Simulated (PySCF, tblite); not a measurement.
Coordinates of C₅H₈AlBr, SMILES [Br][AlH][C]1=CCCC1, singlet (Å):

```xyz
15

Br     3.8006     2.0170     0.7081
Al     2.6915     0.1439     0.1232
C      0.7324     0.0224     0.0826
C     -0.0642     1.0627     0.3677
C     -1.5226     0.7402     0.2542
C     -1.5287    -0.6178    -0.4666
C     -0.1134    -1.1886    -0.2670
H      3.6045    -1.0340    -0.2521
H      0.2674     2.0452     0.6736
H     -1.9623     0.6697     1.2537
H     -2.0723     1.5070    -0.2934
H     -1.7157    -0.4669    -1.5309
H     -2.2966    -1.2862    -0.0809
H      0.2577    -1.7037    -1.1551
H     -0.0827    -1.9028     0.5612
```

Vertical TDDFT excitations, ωB97X-D/def2-SVPD in PySCF, at a GFN2-xTB geometry (a minimum by its frequencies), gas phase.

**What does its absorption spectrum look like?**

The lowest singlet lies at 5.22 eV (238 nm, f = 0.054); the brightest of the first 8 is S7 at 7.00 eV (177 nm), f = 0.167, mainly HOMO−1 → LUMO+1 (64 %). No singlet lies below 3.1 eV (beyond 400 nm), so at this level no vertical transition falls in the visible.


```tsv
state	E (eV)	λ (nm)	f	main character
S1	5.22	238	0.054	HOMO−1 → LUMO (58 %)
S2	5.31	234	0.121	HOMO → LUMO (62 %)
S3	6.26	198	0.001	HOMO−3 → LUMO (89 %)
S4	6.45	192	0.010	HOMO → LUMO+1 (82 %)
S5	6.60	188	0.042	HOMO−2 → LUMO (94 %)
S6	6.76	184	0.008	HOMO−4 → LUMO (92 %)
S7	7.00	177	0.167	HOMO−1 → LUMO+1 (64 %)
S8	7.27	171	0.011	HOMO → LUMO+2 (72 %)
```

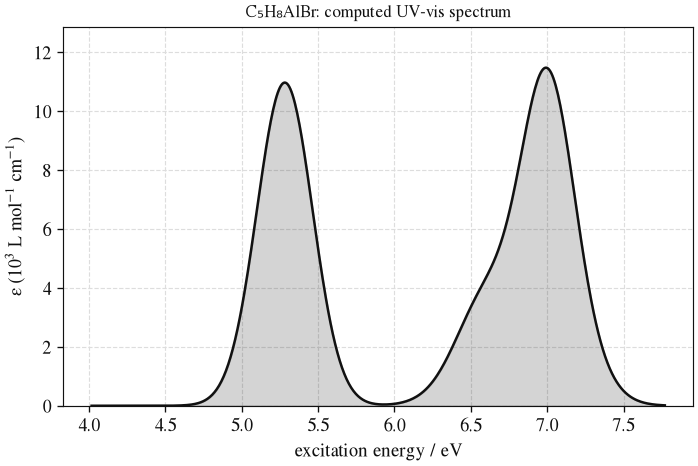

The lowest 8 singlet states are shown; each is broadened by a Gaussian of 1/e half-width 0.25 eV.

Note: the tight-binding geometry is rougher than a DFT one and adds to the error; spin-orbit coupling is left out, and with Br it can shift these levels and split any degenerate set; one conformer of a flexible molecule; core orbitals are frozen in the response.
